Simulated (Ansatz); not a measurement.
**Run report: CH2BO2 (charge −1), nudged elastic band**

- system: CH2BO2, charge −1
- method: UKS r2SCAN/def2-SVP (Ansatz 0.2.0)

It belongs to a series of runs on one base structure; here: band between the two ends. Figures and captions count atoms from 1; the log counts them from 0 in places.

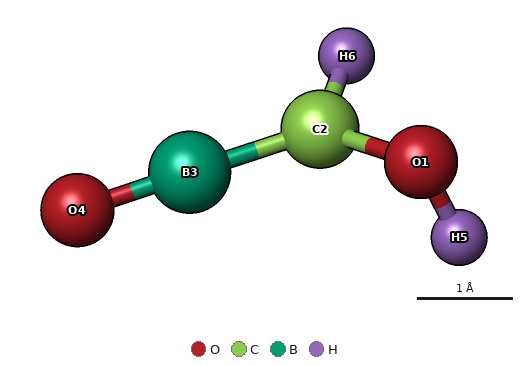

*The input geometry (ball-and-stick view, seen at a tilt; atoms are numbered from 1 in the order of the input).*

Bond lengths as drawn: B–C 1.46 Å, B–O 1.25 Å, C–H 1.10 Å, C–O 1.45 Å and H–O 0.96 Å.

## Key numbers

```csv
quantity,value
outcome,converged
"barrier, forward",3.956 eV
"barrier, backward",1.335 eV
hardware,"2 threads of Intel Xeon (Sapphire Rapids), 16 GiB of memory available, shared host"
wall time,10 min (CPU time 20 min)
peak memory,0.22 GiB
```

## Notes

The order of the saddle point was not checked.

## The input
```yaml
crystal:
  periodic: [false, false, false]
  atoms:
    - { symbol: O, position_ang: [-0.46862, 0.84231, -1.06647] }
    - { symbol: C, position_ang: [0.052777, 0.383478, 0.202928] }
    - { symbol: B, position_ang: [0.60617, -0.954261, 0.376521] }
    - { symbol: O, position_ang: [1.060456, -2.10743, 0.561884] }
    - { symbol: H, position_ang: [-1.413985, 0.653548, -1.030911] }
    - { symbol: H, position_ang: [0.163203, 1.182355, 0.956038] }
total_charge: -1
magnetization:
  spin_polarized: true
basis:
  gaussian: { orbitals: def2-SVP }
hamiltonian:
  xc: r2scan
neb:
  order_check: false
  images: 7
  f_tol: 0.05
  max_iterations: 60
  final_atoms:
    - { symbol: O, position_ang: [-0.84263946, 1.01527389, -1.59565355] }
    - { symbol: C, position_ang: [-0.07646816, 0.3433094, -0.65957585] }
    - { symbol: B, position_ang: [0.38933889, -0.46489812, 0.29577548] }
    - { symbol: O, position_ang: [1.09523833, -1.14989483, 1.31590625] }
    - { symbol: H, position_ang: [-1.76151892, 0.78543131, -1.40239415] }
    - { symbol: H, position_ang: [1.19605033, -0.52922165, 2.04593182] }
  initial_path:
    images:
      - { positions_ang: [[-0.46862, 0.84231, -1.06647], [0.052777, 0.383478, 0.202928], [0.60617, -0.954261, 0.376521], [1.060456, -2.10743, 0.561884], [-1.413985, 0.653548, -1.030911], [0.163203, 1.182355, 0.956038]] }
      - { positions_ang: [[-0.54401178, 0.84412532, -1.03741988], [-0.15069211, 0.26135962, 0.20971158], [0.568768, -0.6692563, 0.55463553], [0.96248628, -1.7846039, 0.48018125], [-1.34870914, 0.57262191, -1.18930577], [0.51215975, 0.77575334, 0.9821873]] }
      - { positions_ang: [[-0.61940355, 0.84594065, -1.00836977], [-0.35416123, 0.13924125, 0.21649516], [0.53136601, -0.38425161, 0.73275007], [0.86451655, -1.4617778, 0.39847849], [-1.28343328, 0.49169583, -1.34770055], [0.8611165, 0.36915169, 1.0083366]] }
      - { positions_ang: [[-0.69479533, 0.84775597, -0.97931965], [-0.55763034, 0.01712287, 0.22327874], [0.49396401, -0.09924691, 0.9108646], [0.76654683, -1.13895171, 0.31677574], [-1.21815742, 0.41076974, -1.50609532], [1.21007325, -0.03744997, 1.03448589]] }
      - { positions_ang: [[-0.7701871, 0.8495713, -0.95026954], [-0.76109946, -0.10499551, 0.23006232], [0.45656201, 0.18575779, 1.08897914], [0.66857711, -0.81612561, 0.23507298], [-1.15288156, 0.32984365, -1.6644901], [1.55903, -0.44405162, 1.06063519]] }
      - { positions_ang: [[-0.78830019, 0.89099694, -1.11161554], [-0.58994163, 0.00708072, 0.00765278], [0.43975623, 0.02309381, 0.89067822], [0.77524241, -0.89956791, 0.5052813], [-1.3050409, 0.44374057, -1.59896611], [1.46828508, -0.46534413, 1.30695935]] }
      - { positions_ang: [[-0.80641328, 0.93242259, -1.27296154], [-0.41878381, 0.11915695, -0.21475676], [0.42295045, -0.13957017, 0.69237731], [0.88190772, -0.98301022, 0.77548961], [-1.45720024, 0.55763748, -1.53344212], [1.37754016, -0.48663664, 1.55328351]] }
      - { positions_ang: [[-0.82452637, 0.97384824, -1.43430754], [-0.24762598, 0.23123317, -0.43716631], [0.40614467, -0.30223414, 0.4940764], [0.98857302, -1.06645252, 1.04569793], [-1.60935958, 0.6715344, -1.46791814], [1.28679524, -0.50792915, 1.79960766]] }
      - { positions_ang: [[-0.84263946, 1.01527389, -1.59565355], [-0.07646816, 0.3433094, -0.65957585], [0.38933889, -0.46489812, 0.29577548], [1.09523833, -1.14989483, 1.31590625], [-1.76151892, 0.78543131, -1.40239415], [1.19605033, -0.52922165, 2.04593182]] }
```

Launch command:
```bash
ansatz run input.yaml --threads 2 --pin off --max-ram 3072MiB --backend cpu --events-out ev --progress --plain --runs-dir out
```

## Log
```
Engine: ansatz 0.2.0, x86_64-unknown-linux-gnu
Functional definition: r2SCAN
  parameter k0 = 0.174
  parameter k1 = 0.065
  parameter a1 = 4.9479
  exchange = r2scan_x(k0 = k0, k1 = k1, a1 = a1)
  correlation = r2scan_c
714 factors; their error is unknown
mean field evaluation 1: about -5830.2538 eV, gradient 2.3e1 eV
mean field evaluation 2: about -5827.3299 eV, gradient 3.6e1 eV
mean field evaluation 4: about -5832.5463 eV, gradient 3.0e0 eV
mean field evaluation 8: about -5832.5936 eV, gradient 4.4e-2 eV
mean field evaluation 16: about -5832.5664 eV, gradient 7.5e-6 eV
mean field -5832.56638721 eV, -214.3428612746 hartree, gradient 7.7e-6 eV, S^2 0.000000; 0 other end points of the search recorded, 0 dependent functions left out
the calculation of the forces begins
reference -5832.56639639 eV, -214.3428616117 hartree; 15, 15 occupied and 51, 51 virtual orbitals, 714 factors
714 factors; their error is unknown
mean field evaluation 32: about -5829.9447 eV, gradient 2.6e-5 eV
mean field -5829.94474477 eV, -214.2465176919 hartree, gradient 2.6e-5 eV, S^2 0.000000; 0 other end points of the search recorded, 0 dependent functions left out
[... from here on the field's lines of each further geometry are left out, up to the last ...]
NEB iter   1: max|band force component| = 5.562e1 eV/Å  barrier→ = 16.2322 eV  barrier← = 13.6105 eV  Δτ_max = 0.2000 Å  (622 SCF iters)
NEB iter   2: max|band force component| = 8.867e0 eV/Å  barrier→ = 6.2488 eV  barrier← = 3.6271 eV  Δτ_max = 0.1968 Å  (314 SCF iters)
NEB iter   3: max|band force component| = 4.799e0 eV/Å  barrier→ = 5.4548 eV  barrier← = 2.8332 eV  Δτ_max = 0.1982 Å  (322 SCF iters)
NEB iter   4: max|band force component| = 3.318e0 eV/Å  barrier→ = 4.4388 eV  barrier← = 1.8172 eV  Δτ_max = 0.1948 Å  (333 SCF iters)
NEB iter   5: max|band force component| = 3.419e0 eV/Å  barrier→ = 3.7190 eV  barrier← = 1.0974 eV  Δτ_max = 0.2000 Å  (400 SCF iters)
NEB iter   6: max|band force component| = 2.232e0 eV/Å  barrier→ = 3.6420 eV  barrier← = 1.0203 eV  Δτ_max = 0.2000 Å  (448 SCF iters)
NEB iter   7: max|band force component| = 1.930e0 eV/Å  barrier→ = 3.6868 eV  barrier← = 1.0651 eV  Δτ_max = 0.1592 Å  (382 SCF iters)
NEB iter   8: max|band force component| = 1.509e0 eV/Å  barrier→ = 3.6716 eV  barrier← = 1.0499 eV  Δτ_max = 0.2000 Å  (336 SCF iters)
NEB iter   9: max|band force component| = 1.344e0 eV/Å  barrier→ = 3.6451 eV  barrier← = 1.0235 eV  Δτ_max = 0.2000 Å  (301 SCF iters)
NEB iter  10: max|band force component| = 1.496e0 eV/Å  barrier→ = 3.5893 eV  barrier← = 0.9677 eV  Δτ_max = 0.1914 Å  (355 SCF iters)
NEB iter  11: max|band force component| = 1.125e0 eV/Å  barrier→ = 3.4429 eV  barrier← = 0.8213 eV  Δτ_max = 0.1963 Å  (320 SCF iters)
NEB iter  12: max|band force component| = 1.496e0 eV/Å  barrier→ = 3.3929 eV  barrier← = 0.7712 eV  Δτ_max = 0.0980 Å  (337 SCF iters)
NEB iter  13: max|band force component| = 6.787e-1 eV/Å  barrier→ = 3.3175 eV  barrier← = 0.6958 eV  Δτ_max = 0.1911 Å  (322 SCF iters)
NEB iter  14: max|band force component| = 5.787e-1 eV/Å  barrier→ = 3.3323 eV  barrier← = 0.7106 eV  Δτ_max = 0.1907 Å  (341 SCF iters)
NEB iter  15: max|band force component| = 8.875e-1 eV/Å  barrier→ = 3.4505 eV  barrier← = 0.8289 eV  Δτ_max = 0.0995 Å  (328 SCF iters)
NEB iter  16: max|band force component| = 7.157e-1 eV/Å  barrier→ = 3.3924 eV  barrier← = 0.7708 eV  Δτ_max = 0.1027 Å  (330 SCF iters)
NEB iter  17: max|band force component| = 9.354e-1 eV/Å  barrier→ = 3.1237 eV  barrier← = 0.5020 eV  Δτ_max = 0.0502 Å  (295 SCF iters)
NEB iter  18: max|band force component| = 7.920e-1 eV/Å  barrier→ = 3.1003 eV  barrier← = 0.4787 eV  Δτ_max = 0.0500 Å  (272 SCF iters)
NEB iter  19: max|band force component| = 2.230e0 eV/Å  barrier→ = 3.1192 eV  barrier← = 0.4976 eV  CI = image 5  Δτ_max = 0.0991 Å  (279 SCF iters)
NEB iter  20: max|band force component| = 1.823e0 eV/Å  barrier→ = 3.3512 eV  barrier← = 0.7295 eV  CI = image 5  Δτ_max = 0.1922 Å  (290 SCF iters)
NEB iter  21: max|band force component| = 1.517e0 eV/Å  barrier→ = 3.7885 eV  barrier← = 1.1669 eV  CI = image 5  Δτ_max = 0.1951 Å  (304 SCF iters)
NEB iter  22: max|band force component| = 1.353e0 eV/Å  barrier→ = 4.0316 eV  barrier← = 1.4099 eV  CI = image 5  Δτ_max = 0.1207 Å  (390 SCF iters)
NEB iter  23: max|band force component| = 1.498e0 eV/Å  barrier→ = 3.9537 eV  barrier← = 1.3321 eV  CI = image 5  Δτ_max = 0.0622 Å  (386 SCF iters)
NEB iter  24: max|band force component| = 9.210e-1 eV/Å  barrier→ = 3.9909 eV  barrier← = 1.3693 eV  CI = image 5  Δτ_max = 0.0627 Å  (340 SCF iters)
NEB iter  25: max|band force component| = 6.032e-1 eV/Å  barrier→ = 3.9808 eV  barrier← = 1.3591 eV  CI = image 5  Δτ_max = 0.0628 Å  (306 SCF iters)
NEB iter  26: max|band force component| = 2.791e-1 eV/Å  barrier→ = 3.9666 eV  barrier← = 1.3449 eV  CI = image 5  Δτ_max = 0.0836 Å  (299 SCF iters)
NEB iter  27: max|band force component| = 2.994e-1 eV/Å  barrier→ = 3.9613 eV  barrier← = 1.3397 eV  CI = image 5  Δτ_max = 0.0417 Å  (331 SCF iters)
NEB iter  28: max|band force component| = 2.308e-1 eV/Å  barrier→ = 3.9601 eV  barrier← = 1.3385 eV  CI = image 5  Δτ_max = 0.0416 Å  (388 SCF iters)
NEB iter  29: max|band force component| = 2.139e-1 eV/Å  barrier→ = 3.9576 eV  barrier← = 1.3360 eV  CI = image 5  Δτ_max = 0.0415 Å  (371 SCF iters)
NEB iter  30: max|band force component| = 1.489e-1 eV/Å  barrier→ = 3.9569 eV  barrier← = 1.3352 eV  CI = image 5  Δτ_max = 0.0417 Å  (363 SCF iters)
NEB iter  31: max|band force component| = 7.183e-1 eV/Å  barrier→ = 3.9564 eV  barrier← = 1.3348 eV  CI = image 5  Δτ_max = 0.0208 Å  (390 SCF iters)
NEB iter  32: max|band force component| = 2.295e-1 eV/Å  barrier→ = 3.9563 eV  barrier← = 1.3347 eV  CI = image 5  Δτ_max = 0.0314 Å  (280 SCF iters)
NEB iter  33: max|band force component| = 6.958e-2 eV/Å  barrier→ = 3.9563 eV  barrier← = 1.3347 eV  CI = image 5  Δτ_max = 0.0114 Å  (268 SCF iters)
the calculation of the forces begins
reference -5829.89668802 eV, -214.2447516388 hartree; 15, 15 occupied and 51, 51 virtual orbitals, 714 factors
714 factors; their error is unknown
mean field evaluation 2592: about -5828.6212 eV, gradient 1.5e0 eV
mean field -5828.61005350 eV, -214.1974686925 hartree, gradient 5.3e-6 eV, S^2 0.000000; 2 other end points of the search recorded, 0 dependent functions left out
the calculation of the forces begins
reference -5828.61006224 eV, -214.1974690135 hartree; 15, 15 occupied and 51, 51 virtual orbitals, 714 factors
NEB iter  34: max|band force component| = 3.052e-2 eV/Å  barrier→ = 3.9563 eV  barrier← = 1.3347 eV  CI = image 5  Δτ_max = 0.0000 Å  (621 SCF iters)
```

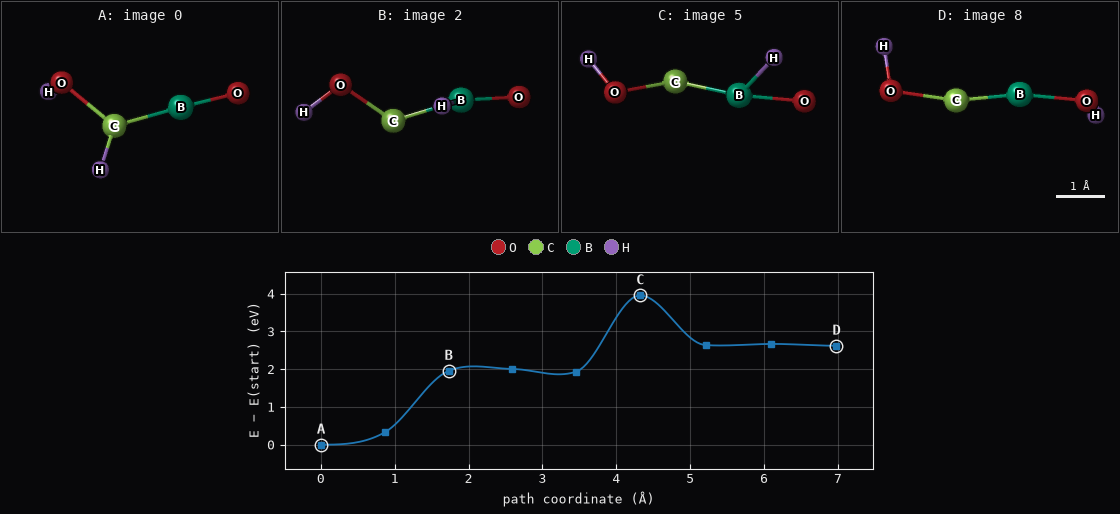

*Images of the last band (counted from 0; ball-and-stick, seen at a tilt) above the energy along the path; the line is a cubic interpolation that uses the forces.*

The highest image is number 5, 3.956 eV above the start and 1.335 eV above the end (the climbing image); the end lies 2.622 eV above the start. The path is 6.98 Å long. The band converged in 34 iterations.

```
Total energy: -5828.61006224 eV, -214.1974690135 hartree
Atom 0 at    -1.367574     0.868505    -0.738940 Å, force     0.001191    -0.001633    -0.000963 eV/Å
Atom 1 at    -0.368234    -0.074077    -0.544479 Å, force    -0.002016     0.001047     0.003100 eV/Å
Atom 2 at     0.346187    -0.566585     0.575399 Å, force     0.000110     0.002393    -0.002857 eV/Å
Atom 3 at     1.188552    -1.326444     1.355977 Å, force     0.001074    -0.003006     0.001412 eV/Å
Atom 4 at    -1.254862     1.167033    -1.649380 Å, force     0.000389     0.000239    -0.000180 eV/Å
Atom 5 at     1.455932    -0.068432     1.001415 Å, force    -0.000750     0.000960    -0.000512 eV/Å
Dipole moment:    -0.282274     0.478342    -0.333469 e Å
this run last wrote the band of iteration 34 to [file]
```

## The last band as extended XYZ (Å, eV, eV/Å)
```
6
Properties=species:S:1:pos:R:3:forces:R:3 image=0 energy=-5832.56639
O    -0.4686    0.8423   -1.0665    0.0148   0.0094  -0.0083
C     0.0528    0.3835    0.2029    0.0120   0.0022   0.0113
B     0.6062   -0.9543    0.3765   -0.0028  -0.0074   0.0019
O     1.0605   -2.1074    0.5619   -0.0053   0.0139  -0.0026
H    -1.4140    0.6535   -1.0309   -0.0181  -0.0099   0.0011
H     0.1632    1.1824    0.9560   -0.0005  -0.0082  -0.0034
6
Properties=species:S:1:pos:R:3:forces:R:3 image=1 energy=-5832.23937
O    -0.5545    0.7612   -1.1473    0.1076  -0.0537  -0.0207
C    -0.2759    0.1757    0.1459    0.5444   0.4659   0.4580
B     0.6031   -0.9719    0.3930   -0.1004  -0.5153  -0.2044
O     1.3096   -1.8702    0.8930    0.0810  -0.2466  -0.0367
H    -1.4680    1.0656   -1.0978    0.0891  -0.1134   0.1801
H     0.3857    0.8397    0.8131   -0.7217   0.4630  -0.3763
6
Properties=species:S:1:pos:R:3:forces:R:3 image=2 energy=-5830.61086
O    -0.6152    0.7941   -1.1367    0.3146  -0.2459  -0.5988
C    -0.5972   -0.1193   -0.1479   -0.1973   0.2860   0.5452
B     0.6707   -0.6508    0.5234    0.0138  -0.1547  -0.1002
O     1.2879   -1.6988    0.9170    0.2385  -0.0064  -0.1012
H    -1.5258    1.1075   -1.2245   -0.0249   0.1417   0.2101
H     0.7795    0.5673    1.0686   -0.3447  -0.0208   0.0448
6
Properties=species:S:1:pos:R:3:forces:R:3 image=3 energy=-5830.55967
O    -0.7886    1.0024   -0.6985   -0.0173   0.0083   0.0179
C    -0.5591   -0.3260   -0.4877    0.0103  -0.0071  -0.0188
B     0.6490   -0.5662    0.5889    0.0008  -0.0048   0.0079
O     0.9574   -1.7033    1.1011   -0.0071   0.0081   0.0048
H    -1.5058    1.0550   -1.3462    0.0048  -0.0015  -0.0033
H     1.2471    0.5382    0.8426    0.0086  -0.0030  -0.0085
6
Properties=species:S:1:pos:R:3:forces:R:3 image=4 energy=-5830.62964
O    -1.2186    0.8480   -0.5361    0.2854  -0.1248   0.1860
C    -0.1892   -0.0541   -0.5749    0.2535  -0.0589  -0.0603
B     0.4769   -0.7108    0.6299    0.2153  -0.1521   0.1271
O     0.9113   -1.6970    1.3139   -0.4419  -0.4455   0.1065
H    -1.2318    1.2615   -1.4142    0.0419  -0.0366   0.2020
H     1.2515    0.3523    0.5815   -0.3542   0.8179  -0.5615
6
Properties=species:S:1:pos:R:3:forces:R:3 image=5 energy=-5828.61005
O    -1.3676    0.8685   -0.7389    0.0012  -0.0016  -0.0010
C    -0.3682   -0.0741   -0.5445   -0.0020   0.0010   0.0031
B     0.3462   -0.5666    0.5754    0.0001   0.0024  -0.0029
O     1.1886   -1.3264    1.3560    0.0011  -0.0030   0.0014
H    -1.2549    1.1670   -1.6494    0.0004   0.0002  -0.0002
H     1.4559   -0.0684    1.0014   -0.0008   0.0010  -0.0005
6
Properties=species:S:1:pos:R:3:forces:R:3 image=6 energy=-5829.92673
O    -1.1800    1.1485   -1.1485   -0.0333   0.0123  -0.0265
C    -0.4622    0.2560   -0.3688    0.0234   0.0643  -0.0077
B     0.1420   -0.2838    0.6965   -0.0284  -0.0029  -0.0146
O     1.0202   -0.9813    1.5602    0.0142  -0.0037  -0.0470
H    -1.4169    0.6578   -1.9443   -0.0409  -0.0194  -0.0070
H     1.8968   -0.7972    1.2048    0.0650  -0.0506   0.1029
6
Properties=species:S:1:pos:R:3:forces:R:3 image=7 energy=-5829.89668
O    -0.9020    1.1294   -1.4544   -0.0024   0.0010   0.0038
C    -0.3629    0.4479   -0.3712   -0.0037  -0.0022   0.0019
B     0.3255   -0.4268    0.3753   -0.0024   0.0027   0.0045
O     0.9032   -1.1215    1.4704   -0.0018   0.0019   0.0035
H    -1.6499    0.5919   -1.7437    0.0056  -0.0006  -0.0067
H     1.6861   -0.6209    1.7237    0.0048  -0.0027  -0.0070
6
Properties=species:S:1:pos:R:3:forces:R:3 image=8 energy=-5829.94474
O    -0.8426    1.0153   -1.5957   -0.0024   0.0020  -0.0038
C    -0.0765    0.3433   -0.6596   -0.0018  -0.0029   0.0008
B     0.3893   -0.4649    0.2958    0.0013   0.0023   0.0006
O     1.0952   -1.1499    1.3159    0.0010  -0.0006   0.0003
H    -1.7615    0.7854   -1.4024    0.0034  -0.0002   0.0025
H     1.1961   -0.5292    2.0459   -0.0015  -0.0005  -0.0003
```
